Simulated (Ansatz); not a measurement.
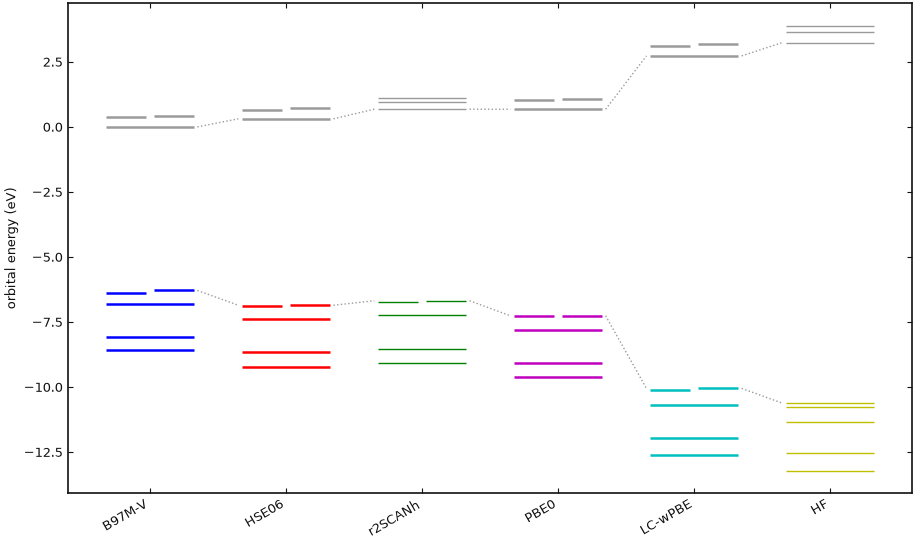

Frontier orbital energies of Si₂N₃H₉, SMILES N[SiH2]N[SiH2]N at one geometry, def2-TZVPP, the Ansatz code 0.2.0, at a PBE0-D4/def2-TZVP geometry (a minimum by its frequencies). Empty levels are grey, levels within 0.1 eV stand side by side; all columns show the same few orbitals around the gap. Dotted lines join the HOMOs and the LUMOs.

> How do the frontier levels move from column to column?

The separation grows from 6.29 eV (B97M-V) to 13.87 eV (HF).

```
  level  HOMO (eV)  LUMO (eV)  separation (eV)
 B97M-V      −6.29       0.00             6.29
  HSE06      −6.85       0.31             7.17
r2SCANh      −6.68       0.68             7.36
   PBE0      −7.26       0.68             7.94
LC-wPBE     −10.05       2.73            12.78
     HF     −10.62       3.25            13.87
```

Limits of at least one run: empty levels above zero depend strongly on the basis; one conformer of a flexible molecule.
